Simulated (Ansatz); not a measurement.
The parent structure is HgTe in the zinc blende structure (space group F-43m, No. 216; a = 6.573 Å).

Structures relaxed with r2SCAN in Ansatz (plane waves to 500 eV, PAW, scalar-relativistic without spin-orbit coupling), earlier PAW set.

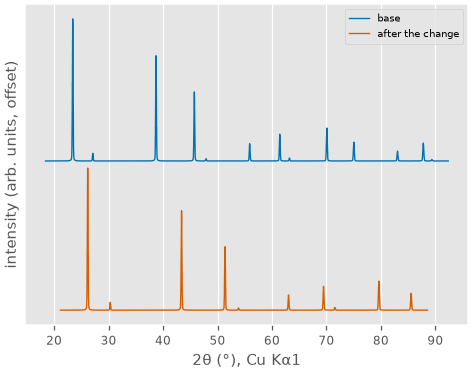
Fig. 1. Simulated powder patterns before (top) and after one change

Q: Which of these changes matches the shifts?
A. pressure −1 GPa
B. pressure 30 GPa
C. pressure 0.9 GPa
D. pressure −2 GPa

A: B, pressure 30 GPa. Its volume per atom is 25.59 Å³ against 35.50 Å³, and its space group is F-43m (No. 216).

Load acts through the strain it causes; cell and atoms are relaxed under it. Whether these cells are dynamically stable was not tested. Tetrahedral semiconductors of this kind turn to denser phases somewhere between about 1 and 50 GPa; those were not computed, so compressed cells here can lie past the real transition. The final runs are not spin-polarised.

Ansatz is a first-principles code.
